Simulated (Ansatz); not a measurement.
# ClFGe2H4O: vertical ionisation energy

Aim: the vertical ionisation energy of ClFGe2H4O, as cation minus neutral at the neutral's geometry, on several levels, and how well −ε(HOMO) stands in for it.

Computed with Ansatz 0.2.0, Gaussian basis. Level: unrestricted cation, the program's frozen cores in correlated methods.

Levels to be run: UKS PBE-D4/def2-TZVPP; UKS r2SCAN-D4/def2-TZVPP; UKS PBE0-D4/def2-TZVPP; UKS B3LYP-D4/def2-TZVPP; UKS wB97X-V/def2-TZVPP; UKS wB97M-V/def2-TZVPP; UKS B2PLYP/def2-TZVPP; UHF-CCSD(T)/def2-TZVPP; UHF-MP2/def2-QZVPP; extrapolation to the limit; then −ε(HOMO) from the neutral's earlier runs with LDA (SPW92), PBE-D4, revPBE-D4, BLYP-D4, r2SCAN-D4, B97M-V, PBE0-D4, B3LYP-D4, r2SCANh-D4, r2SCAN0-D4, HSE06-D4, BHLYP-D4, CAM-B3LYP-D4, LC-ωPBE, ωB97X-V, ωB97M-V.

**1. The geometry**

The geometry comes from an earlier relaxation with PBE0-D4 in a triple-zeta def2 set; it is a stationary point, not always the lowest conformer.

SMILES `[OH][Ge]([F])([Cl])[GeH3]`, 9 atoms, charge 0, spin multiplicity 1.

Atoms are counted from 1 here; the program's logs count them from 0.

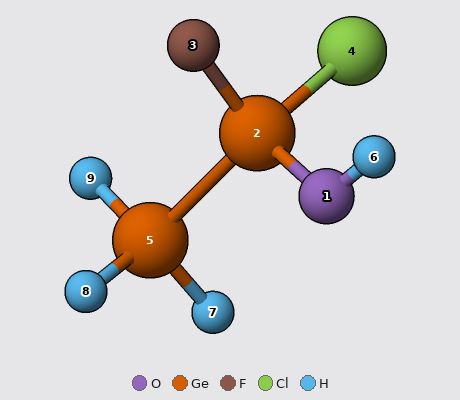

The structure; oxygen purple, germanium orange, fluorine brown, chlorine green, hydrogen blue; atoms are numbered from 1 in the order of the file.

**2. Cation, UKS PBE-D4/def2-TZVPP**

File in.yaml:

```yaml
crystal:
  periodic: [false, false, false]
  atoms:
    - {symbol: O, position_ang: [-1.319047, 1.330636, 0.861607]}
    - {symbol: Ge, position_ang: [-0.301247, -0.097185, 0.761111]}
    - {symbol: F, position_ang: [0.785638, -0.042056, 2.113751]}
    - {symbol: Cl, position_ang: [-1.501339, -1.836736, 1.150439]}
    - {symbol: Ge, position_ang: [0.901651, -0.173081, -1.334842]}
    - {symbol: H, position_ang: [-1.874435, 1.350272, 1.646674]}
    - {symbol: H, position_ang: [-0.132008, -0.271174, -2.459315]}
    - {symbol: H, position_ang: [1.732402, 1.106881, -1.455021]}
    - {symbol: H, position_ang: [1.796883, -1.413756, -1.301602]}
basis:
  gaussian: {orbitals: def2-TZVPP}
total_charge: 1
magnetization: {spin_polarized: true, initial_magnetization: 1}
hamiltonian: {xc: pbe, dispersion: d4}
```

Command:

```console
$ ansatz run in.yaml --threads 2 --pin off --events-out ev --progress --plain --max-ram 32768MiB --backend cpu
```

Further steps of the session: Cation, UKS r2SCAN-D4/def2-TZVPP; Cation, UKS PBE0-D4/def2-TZVPP; Cation, UKS B3LYP-D4/def2-TZVPP; Cation, UKS wB97X-V/def2-TZVPP; Cation, UKS wB97M-V/def2-TZVPP; Cation, UKS B2PLYP (frozen core)/def2-TZVPP; Cation, UHF-CCSD(T)/def2-TZVPP; Cation, UHF-MP2/def2-QZVPP.

Before running them: what should the planned runs give, taken together? Wanted: ionisation energy, CCSD(T)/CBS; nearest functional by difference; nearest −ε(HOMO); −ε(HOMO) of PBE; T1 of the cation.

**Answer**, as computed:

```
                        quantity               value
  ionisation energy, CCSD(T)/CBS            11.25 eV
nearest functional by difference  ωB97X-V (-0.17 eV)
                nearest −ε(HOMO)  ωB97X-V (-0.12 eV)
                 −ε(HOMO) of PBE             7.58 eV
                T1 of the cation               0.019
```

By cation minus neutral, the functionals miss by 0.87 eV at most. −ε(HOMO) of PBE misses by 3.7 eV, since self-interaction lifts the level. Among orbital estimates ωB97X-V comes nearest. Hartree-Fock falls 0.59 eV short, as the neutral has more correlation energy than the cation. The cation may have settled in a state other than its lowest; no search over hole states beyond the program's own was made. Correlated methods include outer-core shells of Ge, which these sets cover unevenly. With outer-core shells in play the reference is unsure by up to some tenths of an eV, so close misses can't be ranked.
